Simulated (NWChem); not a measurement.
**[B2NH6]− (SMILES BN[BH3-]): levels of theory compared**

Aim: a comparison of 6 runs (HF/STO-3G, HF/3-21G, B3LYP/6-31G*, PBE/def2-SVP, MP2/def2-SVP) of [B2NH6]−. 

Program for the calculation: NWChem 7.3.0.

### 1 The structure to begin with

The species is [B2NH6]− (9 atoms), meant as a singlet with charge -1. As SMILES, `BN[BH3-]`. The shape is that of a GFN2-xTB optimisation.

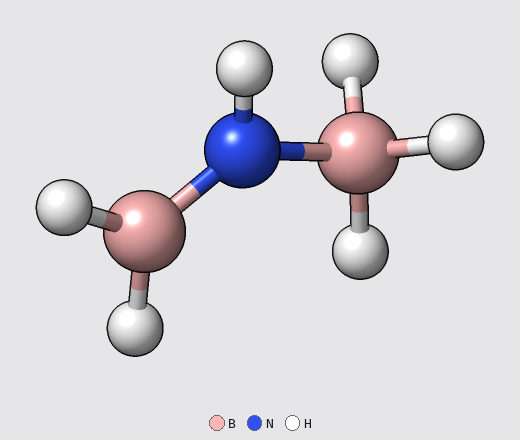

Viewed from a chosen angle; boron pink, nitrogen blue, hydrogen white.

### 2 Energy and forces at HF/STO-3G (run 1)

Contents of mymol.xyz:

```xyz
9

B     -1.096040     0.660400    -0.737360
N      0.102460     0.468730    -0.124320
B      0.738520    -0.744300     0.609610
H     -1.364570     1.716750    -1.250940
H     -1.911390    -0.199190    -0.782900
H      0.756830     1.240850    -0.126490
H      1.756160    -1.081370     0.002570
H     -0.040750    -1.671270     0.666020
H      1.058770    -0.390590     1.743810
```

Contents of run.py:

```python
from ase.io import read
from ase.calculators.nwchem import NWChem

molecule = read('mymol.xyz')

calc = NWChem(
    label='mymol',
    theory='scf',
    memory='2200 mb',
    basis='STO-3G',
    basispar='spherical bse',
    charge=-1,
    scf={'nopen': '0', 'rhf': None, 'thresh': '1e-08', 'maxiter': '80'},
)
molecule.calc = calc

forces = molecule.get_forces()
print(f"energy = {molecule.get_potential_energy():.6f} eV")
print("forces (eV/A):")
for s, f in zip(molecule.symbols, forces):
    print(f"{s:2s} {f[0]:10.5f} {f[1]:10.5f} {f[2]:10.5f}")
print("dipole (e A):", molecule.get_dipole_moment().round(4))
```

Command:

```sh
$ export ASE_NWCHEM_COMMAND="nwchem PREFIX.nwi > PREFIX.nwo"
$ python run.py
```

The program printed:

```text
energy = -2882.373128 eV
forces (eV/A):
B    -0.11781    0.43827   -0.19062
N    -0.97393   -0.38639   -0.30879
B     0.98139   -1.36495    0.89860
H     0.22513   -1.04973    0.47699
H     0.50615    0.60164    0.00926
H     0.25300    0.84384   -0.19355
H    -1.21582    0.38253    0.72155
H     0.73035    0.95527   -0.09600
H    -0.38855   -0.42048   -1.31743
dipole (e A): [-0.1408  0.5188 -0.2582]
```

The calculator wrote mymol.nwi:

```
title "mymol"

permanent_dir mymol

scratch_dir mymol

start mymol

geometry units angstrom nocenter noautosym noautoz
  B  -1.0960399999999999e+00 6.6039999999999999e-01 -7.3736000000000002e-01
  N  1.0246000000000000e-01 4.6872999999999998e-01 -1.2432000000000000e-01
  B  7.3851999999999995e-01 -7.4429999999999996e-01 6.0960999999999999e-01
  H  -1.3645700000000001e+00 1.7167500000000000e+00 -1.2509399999999999e+00
  H  -1.9113899999999999e+00 -1.9919000000000001e-01 -7.8290000000000004e-01
  H  7.5683000000000000e-01 1.2408500000000000e+00 -1.2648999999999999e-01
  H  1.7561599999999999e+00 -1.0813699999999999e+00 2.5699999999999998e-03
  H  -4.0750000000000001e-02 -1.6712700000000000e+00 6.6601999999999995e-01
  H  1.0587700000000000e+00 -3.9058999999999999e-01 1.7438100000000001e+00
end

charge -1

memory 2200 mb

basis spherical bse noprint
   * library STO-3G
end

scf
  nopen 0
  rhf
  thresh 1e-08
  maxiter 80
end

task scf gradient
```

mymol.nwo:

```text
Northwest Computational Chemistry Package (NWChem) 7.3.0
             --------------------------------------------------------

           Job information
           ---------------

    nwchem branch   = 7.3.0
    use scalapack   = T
    input           = mymol.nwi
    prefix          = mymol.
    data base       = mymol/mymol.db
    status          = startup
    nproc           =        1

           Memory information
           ------------------

[... 5 lines left out ...]
    hardfail = no
[... 135 lines left out ...]
         Quadratically convergent ROHF
[... 14 lines left out ...]
       Final RHF  results
[... 4 lines left out ...]
      Two-electron energy =    104.709344215914
[... 30 lines left out ...]
                       ROHF Final Molecular Orbital Analysis
[... 202 lines left out ...]
                 ----------------------------------------
                 |  Time  |  1-e(secs)   |  2-e(secs)   |
                 ----------------------------------------
                 |  CPU   |       0.00   |       0.07   |
                 ----------------------------------------
                 |  WALL  |       0.00   |       0.07   |
                 ----------------------------------------

 Task  times  cpu:        0.7s     wall:        0.7s
 Total times  cpu:        0.7s     wall:        0.7s
```

Wall time 1.7 s (1 thread of AMD EPYC 9R14 (Zen 4), shared host); peak memory 0.099 GiB.

### 3 Energy and gradient at HF/3-21G (run 2)

Contents of b2h6n.nw:

```
start b2h6n
title "B2H6N"
memory stack 880 mb heap 220 mb global 1100 mb
charge -1

geometry units bohr noautosym nocenter noautoz
  B   -2.07121542   1.24797513  -1.39340846
  N    0.19362134   0.88577133  -0.23493075
  B    1.39560054  -1.40652315   1.15199594
  H   -2.57866358   3.24418732  -2.36393400
  H   -3.61200362  -0.37641455  -1.47946658
  H    1.43020142   2.34486666  -0.23903146
  H    3.31866143  -2.04349314   0.00485660
  H   -0.07700634  -3.15824258   1.25859539
  H    2.00078533  -0.73810813   3.29532331
end

basis "ao basis" spherical bse
  * library 3-21G
end

scf
  singlet
  rhf
  thresh 1e-08
  maxiter 80
  noprint "final vectors analysis"
end

task scf gradient
```

Command:

```sh
$ nwchem b2h6n.nw > b2h6n.out
```

The program printed:

```text
[...]
  functions       =    39
[...]
  wavefunction    = RHF
[...]
         Total SCF energy =   -106.742869080300
      One-electron energy =   -272.236723442460
      Two-electron energy =    102.790808448850
 Nuclear repulsion energy =     62.703045913311
        Time for solution =      0.7s
[...]
                         RHF ENERGY GRADIENTS
    atom               coordinates                        gradient
                 x          y          z           x          y          z
   1 B      -2.071215   1.247975  -1.393408    0.013120  -0.004603   0.007122
   2 N       0.193621   0.885771  -0.234931   -0.018464  -0.014901  -0.002320
   3 B       1.395601  -1.406523   1.151996   -0.005700   0.007687  -0.004638
   4 H      -2.578664   3.244187  -2.363934    0.001930  -0.003996   0.002627
   5 H      -3.612004  -0.376415  -1.479467    0.006557   0.005538   0.000765
   6 H       1.430201   2.344867  -0.239031    0.004806   0.000566   0.001636
   7 H       3.318661  -2.043493   0.004857   -0.004257   0.003151   0.000364
   8 H      -0.077006  -3.158243   1.258595    0.004194   0.005729  -0.000439
   9 H       2.000785  -0.738108   3.295323   -0.002186   0.000829  -0.005116
[...]
```

It took 1.4 s on 1 thread of AMD EPYC 9R14 (Zen 4), shared host; peak memory 0.099 GiB.

### 4 Energy and gradient at B3LYP/6-31G(d) (spherical functions) (run 3)

Contents of b2h6n.nw:

```
start b2h6n
memory stack 880 mb heap 220 mb global 1100 mb
charge -1

geometry units angstroms noautosym nocenter noautoz
 B       -1.096040       0.660400      -0.737360
 N        0.102460       0.468730      -0.124320
 B        0.738520      -0.744300       0.609610
 H       -1.364570       1.716750      -1.250940
 H       -1.911390      -0.199190      -0.782900
 H        0.756830       1.240850      -0.126490
 H        1.756160      -1.081370       0.002570
 H       -0.040750      -1.671270       0.666020
 H        1.058770      -0.390590       1.743810
end

basis spherical bse
 B library 6-31G*
 N library 6-31G*
 H library 6-31G*
end

dft
 xc b3lyp
 grid xfine
 convergence energy 1e-08
 iterations 100
 mulliken
end

task dft gradient
```

Command:

```sh
$ nwchem b2h6n.nw > b2h6n.out
```

The program printed:

```text
[...]
          Wavefunction type:  closed shell.
          No. of atoms     :     9
          No. of electrons :    24
[...]
          Charge           :    -1
          Spin multiplicity:     1
[...]
          AO basis - number of functions:    54
[...]
              XC Information
              --------------
                         B3LYP Method XC Potential
                     Hartree-Fock (Exact) Exchange  0.200
                        Slater Exchange Functional  0.800 local
                    Becke 1988 Exchange Functional  0.720 non-local
              Lee-Yang-Parr Correlation Functional  0.810
                  VWN I RPA Correlation Functional  0.190 local
[...]
 d= 0,ls=0.0,diis     1   -108.0279811975 -1.71D+02  2.07D-02  6.58D-01     1.8
[...]
 d= 0,ls=0.0,diis    10   -108.1284549887 -3.55D-09  2.08D-07  2.03D-10    14.7
         Total DFT energy =     -108.128454988704
      One electron energy =     -273.458082849641
           Coulomb energy =      120.220933088455
    Exchange-Corr. energy =      -17.594355634908
 Nuclear repulsion energy =       62.703050407390
[...]
      Total Density - Mulliken Population Analysis
     ---------------------------------------------
    Atom       Charge   Shell Charges
 -----------   ------   -------------------------------------------------------
    1 B    5     5.00   2.00  0.53  1.52  0.38  0.51  0.06
    2 N    7     7.41   2.00  0.79  2.52  0.76  1.33  0.02
    3 B    5     4.97   2.00  0.51  1.56  0.27  0.58  0.06
    4 H    1     1.16   0.53  0.63
    5 H    1     1.12   0.53  0.59
    6 H    1     0.76   0.53  0.23
    7 H    1     1.21   0.52  0.69
    8 H    1     1.17   0.52  0.65
    9 H    1     1.21   0.52  0.69
[...]
  wavefunction    = closed shell
[...]
```

Run time: 18 s. Hardware: 1 thread of AMD EPYC 9R14 (Zen 4), shared host; peak memory 0.14 GiB.

Runs 4 to 5 aren't shown in full; the table further down has their settings and results.

### 5 Energy and gradient at MP2/def2-SVP (run 6)

Contents of run.py:

```python
from ase import Atoms
from ase.calculators.nwchem import NWChem

molecule = Atoms('BNBHHHHHH', positions=[
    [-1.096040, 0.660400, -0.737360],
    [0.102460, 0.468730, -0.124320],
    [0.738520, -0.744300, 0.609610],
    [-1.364570, 1.716750, -1.250940],
    [-1.911390, -0.199190, -0.782900],
    [0.756830, 1.240850, -0.126490],
    [1.756160, -1.081370, 0.002570],
    [-0.040750, -1.671270, 0.666020],
    [1.058770, -0.390590, 1.743810],
])

calc = NWChem(
    label='b2h6n',
    theory='mp2',
    memory='2200 mb',
    basis='def2-SVP',
    basispar='spherical bse',
    charge=-1,
    scf={'nopen': '0', 'rhf': None, 'thresh': '1e-08', 'maxiter': '80'},
    mp2={'freeze': 'core 3', 'tight': None},
)
molecule.calc = calc

forces = molecule.get_forces()
print("Total energy (eV):", round(molecule.get_potential_energy(), 6))
print("forces (eV/A):")
for s, f in zip(molecule.symbols, forces):
    print(f"{s:2s} {f[0]:10.5f} {f[1]:10.5f} {f[2]:10.5f}")
```

Command:

```sh
$ export ASE_NWCHEM_COMMAND="nwchem PREFIX.nwi > PREFIX.nwo"
$ python run.py
```

The program printed:

```text
Total energy (eV): -2929.324432
forces (eV/A):
B    -0.27537    0.40382   -0.25320
N     0.69651   -0.25217    0.39369
B     0.13637    0.06675   -0.00473
H    -0.08773    0.48301   -0.23279
H    -0.52939   -0.60992   -0.00391
H    -0.01517    0.34818   -0.12830
H     0.32072   -0.12948   -0.12712
H    -0.37811   -0.37949   -0.00797
H     0.13215    0.06932    0.36427
```

The calculator wrote b2h6n.nwi:

```
title "b2h6n"

permanent_dir b2h6n

scratch_dir b2h6n

start b2h6n

geometry units angstrom nocenter noautosym noautoz
  B  -1.0960399999999999e+00 6.6039999999999999e-01 -7.3736000000000002e-01
  N  1.0246000000000000e-01 4.6872999999999998e-01 -1.2432000000000000e-01
  B  7.3851999999999995e-01 -7.4429999999999996e-01 6.0960999999999999e-01
  H  -1.3645700000000001e+00 1.7167500000000000e+00 -1.2509399999999999e+00
  H  -1.9113899999999999e+00 -1.9919000000000001e-01 -7.8290000000000004e-01
  H  7.5683000000000000e-01 1.2408500000000000e+00 -1.2648999999999999e-01
  H  1.7561599999999999e+00 -1.0813699999999999e+00 2.5699999999999998e-03
  H  -4.0750000000000001e-02 -1.6712700000000000e+00 6.6601999999999995e-01
  H  1.0587700000000000e+00 -3.9058999999999999e-01 1.7438100000000001e+00
end

charge -1

memory 2200 mb

basis spherical bse noprint
   * library def2-SVP
end

scf
  nopen 0
  rhf
  thresh 1e-08
  maxiter 80
end
mp2
  freeze core 3
  tight
end

task mp2 gradient
```

b2h6n.nwo:

```text
Northwest Computational Chemistry Package (NWChem) 7.3.0
             --------------------------------------------------------

           Job information
           ---------------

    nwchem branch   = 7.3.0
    use scalapack   = T
    input           = b2h6n.nwi
    prefix          = b2h6n.
    data base       = b2h6n/b2h6n.db
    status          = startup
    nproc           =        1

           Memory information
           ------------------

[... 5 lines left out ...]
    hardfail = no
[... 137 lines left out ...]
 Convergence threshold     :          1.000E-08
[... 16 lines left out ...]
      One-electron energy =   -272.836139156655
[... 32 lines left out ...]
                       ROHF Final Molecular Orbital Analysis
[... 356 lines left out ...]
  MP2 natural orbitals output to b2h6n/b2h6n.mp2nos
[... 11 lines left out ...]
                 ----------------------------------------
                 |  Time  |  1-e(secs)   |  2-e(secs)   |
                 ----------------------------------------
                 |  CPU   |       0.00   |       0.72   |
                 ----------------------------------------
                 |  WALL  |       0.00   |       0.72   |
                 ----------------------------------------
 -----------------------
 Task  times  cpu:        9.7s     wall:        9.7s
 Total times  cpu:        9.7s     wall:        9.7s
```

It took 11 s on 1 thread of AMD EPYC 9R14 (Zen 4), shared host; peak memory 0.17 GiB.

### 6 The series

| run | level | iteration cap | module | energy (Eh) | HOMO energy (eV) | LUMO energy (eV) | HOMO–LUMO gap (eV) | wall time |
| --- | --- | --- | --- | --- | --- | --- | --- | --- |
| 1 | HF/STO-3G | 80 | scf | -105.925260 | -1.67 | 15.37 | 17.05 | 1.7 s |
| 2 | HF/3-21G | 80 | scf | -106.742869 | – | – | – | 1.4 s |
| 3 | B3LYP/6-31G* (spherical functions) | 100 | dft | -108.128455 | -0.78 | 6.06 | 6.84 | 18 s |
| 4 | B3LYP/6-31G* (Cartesian functions) | 100 | dft | -108.130440 | -0.78 | 6.06 | 6.84 | 19 s |
| 5 | PBE/def2-SVP | 100 | dft | -107.872466 | -0.09 | 4.75 | 4.84 | 24 s |
| 6 | MP2/def2-SVP | 80 | mp2 | -107.650688 | -4.24 | 9.04 | 13.28 | 11 s |

### 7 What came out

| quantity | value |
| --- | --- |
| run 6: total energy | -107.65069 Eh |
| run 6: HOMO energy (Hartree–Fock orbitals) | -4.24 eV |
| run 6: LUMO energy (Hartree–Fock orbitals) | 9.04 eV |
| run 6: HOMO–LUMO gap (to an unbound level, set by the basis) | 13.28 eV |
| run 6: correlation energy (3 core orbitals frozen) | -384.9 mEh |
| run 6: largest force on an atom | 0.839 eV/Å |

What this shows: Over runs 1, 3, 4, 5 the HOMO–LUMO gap runs from 4.84 eV (PBE/def2-SVP) to 17.05 eV (HF/STO-3G). The two ends differ in method and basis. The empty levels of an anion lie above zero and hang on the basis. Totals of different functionals can't be ranked against each other. In run 1 the basis is minimal, so the values are rough. All runs together took 75 s, the longest 24 s.
